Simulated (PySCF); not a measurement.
# As2 (SMILES [As]#[As]) at CCSDT/STO-3G

Aim: the vertical singlet–triplet gap of As2 at CCSDT/STO-3G, from 2 runs. Input form: a Python script.

The results are computed with PySCF 2.14.0.

8 further runs of the same task are left out: 2 that didn't finish, 6 set aside as unsound or not needed.

## Step 1: The system as given

The species is As2 (2 atoms), meant as a singlet with charge 0. As SMILES, `[As]#[As]`. The coordinates come from a PBE0-D4/def2-TZVP relaxation.

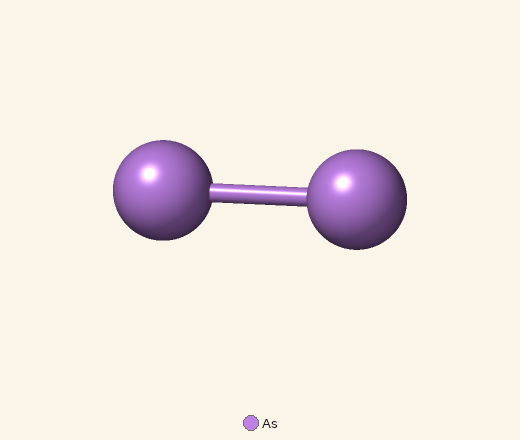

The structure, seen from a chosen angle (arsenic purple).

## Step 2: The energy at CCSDT/STO-3G

The input, input.py:

```python
from pyscf import gto, cc

system = gto.Mole()
system.atom = [
    ('As', (0.000000, -0.000000, 0.002480)),
    ('As', (-0.000000, 0.000000, 2.091490)),
]
system.basis = 'sto-3g'
system.max_memory = 1860
system.spin = 0
system.verbose = 3
system.build()

calc0 = system.RHF()
calc0.conv_tol = 1e-10
calc0.kernel()
if not calc0.converged:
    calc0 = calc0.newton().run(calc0.mo_coeff, calc0.mo_occ)

mycc = cc.CCSDT(calc0, frozen=18)
mycc.kernel()
e_final = mycc.e_tot
print('E(%s) = %.9f' % ('CCSDT', e_final))
```

Command:

```bash
OMP_NUM_THREADS=1 python input.py
```

What it wrote:

```text
converged SCF energy = -4418.55157538315
_make_eris_incore_RCCSDT
RCCSDT converged
E(RCCSDT) = -4418.674408331116   E_corr = -0.1228329479648234
E_corr(same-spin) = -0.0149351321569554
E_corr(oppo-spin) = -0.107897815807868
E(CCSDT) = -4418.674408331
```

Run time: 2.1 s. Hardware: 1 thread of Arm Neoverse V2, shared host; peak memory 0.12 GiB.

## Step 3: The triplet at the same level

The input, geometry.xyz:

```xyz
2
As2
As     0.000000     0.000000     0.002480
As     0.000000     0.000000     2.091490
```

The input, input.py:

```python
from pyscf import gto, cc

mol = gto.Mole()
mol.atom = 'geometry.xyz'
mol.basis = 'sto-3g'
mol.verbose = 3
mol.charge = 0
mol.max_memory = 1860
mol.spin = 2
mol.build()

mf = mol.UHF()
mf.conv_tol = 1e-10
mf.kernel()
if not mf.converged:
    mf = mf.newton().run(mf.mo_coeff, mf.mo_occ)

mycc = cc.CCSDT(mf, frozen=18)
mycc.kernel()
e_tot = mycc.e_tot
print('E(%s) = %.9f' % ('CCSDT', e_tot))
```

Command:

```bash
OMP_NUM_THREADS=1 python input.py
```

What it wrote:

```text
WARN: HOMO -0.400447731313607 >= LUMO -0.630939591520688

converged SCF energy = -4418.47065429166  <S^2> = 2.0033716  2S+1 = 3.0022469
_make_eris_incore_UCCSDT

WARN: A large `blksize_v_aaa` is being used, which may cause large memory consumption
      for storing contraction intermediates. If memory is sufficient, consider using
      `pyscf.cc.uccsdt_highm.UCCSDT` instead.

WARN: A large `blksize_v_aab` is being used, which may cause large memory consumption
      for storing contraction intermediates. If memory is sufficient, consider using
      `pyscf.cc.uccsdt_highm.UCCSDT` instead.

UCCSDT converged
E(UCCSDT) = -4418.540984865324   E_corr = -0.0703305736596713
E_corr(same-spin) = -0.00799070876848372
E_corr(oppo-spin) = -0.0623398648911876
E(CCSDT) = -4418.540984865
```

Wall time 4.2 s (1 thread of Arm Neoverse V2, shared host); peak memory 0.12 GiB.

## Step 4: What came out

At CCSDT/STO-3G, 18 core orbitals frozen:

| quantity | value |
| --- | --- |
| singlet: total energy | -4418.67441 Eh |
| singlet: dipole moment (Hartree–Fock density) | 0.00 D |
| singlet: HOMO energy (Hartree–Fock orbitals) | -6.20 eV |
| singlet: LUMO energy (Hartree–Fock orbitals) | 4.47 eV |
| singlet: HOMO–LUMO gap (Hartree–Fock orbitals) | 10.67 eV |
| singlet: correlation energy (18 core orbitals frozen) | -122.8 mEh |
| singlet: T1 diagnostic | 0.003 |
| triplet: total energy | -4418.54098 Eh |
| triplet: dipole moment (Hartree–Fock density) | 0.00 D |
| triplet: HOMO energy (Hartree–Fock orbitals) (highest over α and β) | -3.97 eV |
| triplet: LUMO energy (Hartree–Fock orbitals) (lowest over α and β) | 2.30 eV |
| triplet: correlation energy (18 core orbitals frozen) | -70.3 mEh |
| triplet: ⟨S²⟩ of the reference determinant | 2.003 |
| triplet: T1 diagnostic | 0.003 |
| vertical energy of the triplet above the singlet | 3.631 eV |

In words: At this shape the triplet lies 3.63 eV (84 kcal/mol) above the singlet. In a minimal basis such a difference can be off by several eV, whatever the method.
